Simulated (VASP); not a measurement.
Band structure of Dy (hcp). These are PBE GGA with D4 dispersion, VASP's PBE PAW potentials (set 64) (plane waves; VASP 6.6.1) values and carry that method's errors.

The 4f electrons are frozen in the core of the lanthanide potential, so 4f levels, which can set the real gap, and their magnetism are missing.

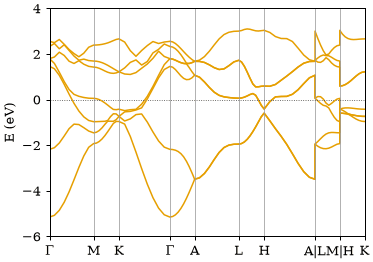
Fig. 1. Bands along high-symmetry lines, zero at the valence-band maximum or, without a gap, the Fermi level

Q: Read the plot: is there a gap, and where are the band edges?

A: It has no gap at this level: it comes out as a metal or semimetal. (Edges off the drawn lines would not show.)

The compound is Dy in the hcp structure. It was relaxed first.
